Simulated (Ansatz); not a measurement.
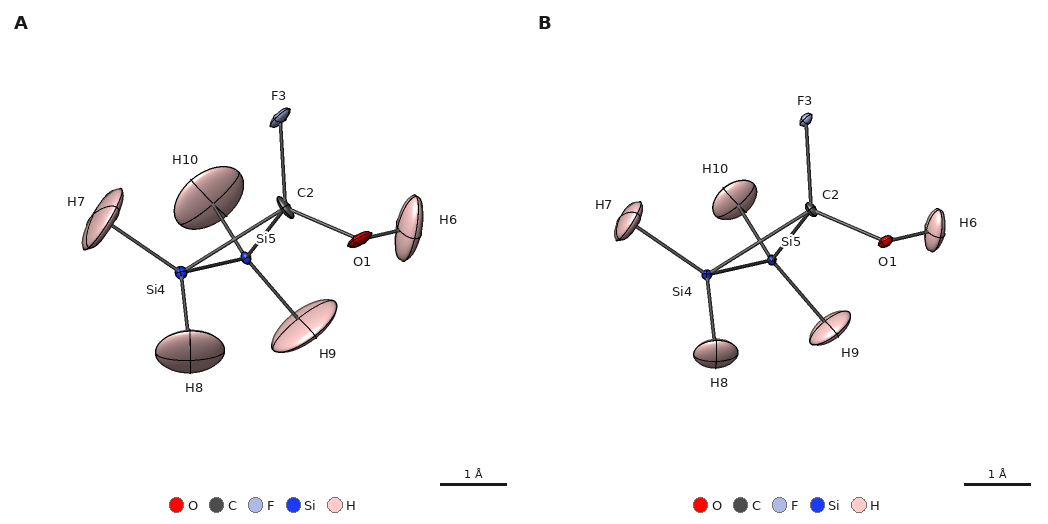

Displacement ellipsoids at the 50 % level, from the internal vibrations of the free molecule (harmonic, no overall translation or rotation; no half-axis is drawn under 0.075 Å). Vibrations computed with RKS PBE0-D4/def2-TZVP (Ansatz 0.2.0). One panel is for 298 K, the other for 900 K.

Which panel is for 900 K?

A.

How much does the mean-square displacement of F3 grow, and why?

U_eq goes from 0.0040 to 0.0112 Å², a factor of 2.8. Modes below kT (626 cm⁻¹ at 900 K) grow about in proportion to T, and the lowest lies at 134 cm⁻¹; the mean-square amplitude of a mode is its zero-point value times coth(ħω/2kT), which comes close to 1 only above about 3kT.
